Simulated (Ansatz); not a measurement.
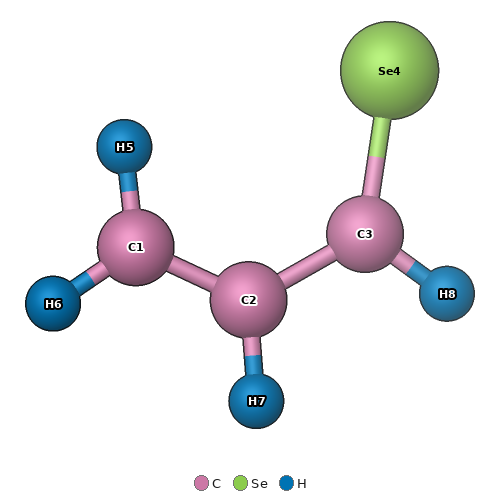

The system is C3H4Se, SMILES C=CC=[Se]; the picture shows the reference structure. 
- Coordinates scanned: (1) dihedral H5–C1–C2–C3; (2) dihedral C1–C2–C3–Se4.
- Nothing is relaxed (all other coordinates rigid).
- Grid: 12 × 12 points; 74 points were computed and 70 follow by symmetry.
- Points are written as (first, second).
- Energies: kJ/mol, counted from the relaxed molecule at the same level.
- Energies and slopes of some neighbouring points disagree (a jump in structure or state, or too coarse a mesh). The dihedral twists a double bond; near 90° a spin-restricted reference is unreliable.
- The calculation used RKS B3LYP-D4/def2-TZVP in Ansatz 0.2.0.

Its coordinates:

```yaml
atoms:
  - { symbol: C, position_ang: [-0.0571, 1.2465, 0.0953] }
  - { symbol: C, position_ang: [0.4051, 0.0198, 0.3659] }
  - { symbol: C, position_ang: [-0.0626, -1.2111, -0.2366] }
  - { symbol: Se, position_ang: [-1.3342, -1.4283, -1.4584] }
  - { symbol: H, position_ang: [-0.8491, 1.3972, -0.6278] }
  - { symbol: H, position_ang: [0.3486, 2.1175, 0.5917] }
  - { symbol: H, position_ang: [1.2003, -0.0917, 1.0971] }
  - { symbol: H, position_ang: [0.4410, -2.1068, 0.1169] }
```

Range: dihedral H5–C1–C2–C3 from −180 to 150°; dihedral C1–C2–C3–Se4 from −180 to 150°.

Question: Predict the map.

Answer: The lowest grid point is at (0°, −180°), −9 kJ/mol from the relaxed molecule at the same level. The same energy is found at (−180°, −180°). Other grid points that lie below all their neighbours: (0°, 0°) (9 kJ/mol higher); (−180°, 0°) (10 kJ/mol higher). The highest grid point, (−90°, −90°), lies 429 kJ/mol above the lowest.

| dihedral C1–C2–C3–Se4 ↓, dihedral H5–C1–C2–C3 → | −180 | −150 | −120 | −90 | −60 | −30 | 0 | 30 | 60 | 90 | 120 | 150 |
| --- | --- | --- | --- | --- | --- | --- | --- | --- | --- | --- | --- | --- |
| 150 | 2 | 39 | 151 | 315 | 169 | 47 | 2 | 39 | 151 | 315 | 169 | 47 |
| 120 | 25 | 65 | 186 | 365 | 200 | 70 | 25 | 65 | 186 | 365 | 200 | 70 |
| 90 | 33 | 81 | 216 | 420 | 208 | 75 | 33 | 81 | 216 | 420 | 208 | 75 |
| 60 | 19 | 65 | 195 | 385 | 189 | 61 | 19 | 65 | 195 | 385 | 189 | 61 |
| 30 | 4 | 43 | 157 | 325 | 166 | 46 | 4 | 43 | 157 | 325 | 166 | 46 |
| 0 | 0 | 39 | 149 | 305 | 149 | 39 | 0 | 39 | 149 | 305 | 149 | 39 |
| −30 | 4 | 46 | 166 | 325 | 157 | 43 | 4 | 46 | 166 | 325 | 157 | 43 |
| −60 | 19 | 61 | 189 | 385 | 195 | 65 | 19 | 61 | 189 | 385 | 195 | 65 |
| −90 | 33 | 75 | 208 | 420 | 216 | 81 | 33 | 75 | 208 | 420 | 216 | 81 |
| −120 | 25 | 70 | 200 | 365 | 186 | 65 | 25 | 70 | 200 | 365 | 186 | 65 |
| −150 | 2 | 47 | 169 | 315 | 151 | 39 | 2 | 47 | 169 | 315 | 151 | 39 |
| −180 | −9 | 30 | 144 | 310 | 144 | 30 | −9 | 30 | 144 | 310 | 144 | 30 |

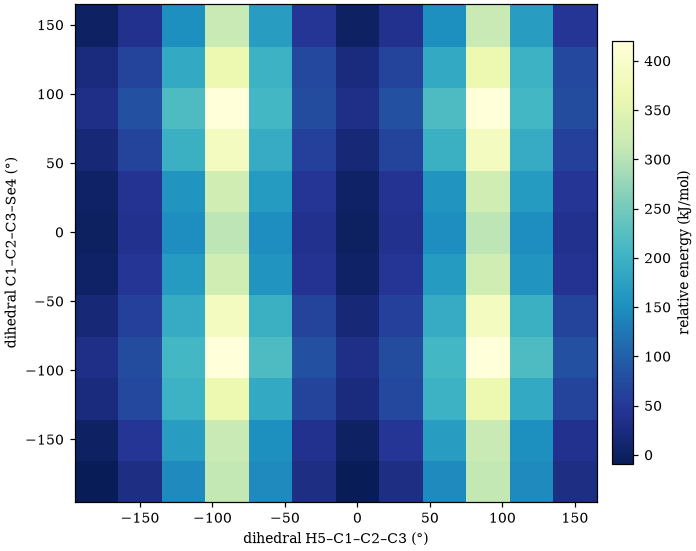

In the figure: one coloured cell a grid point.

Time for the 74 points that were run: 12 min on 1 thread of Arm Neoverse V2, with other jobs on the host.
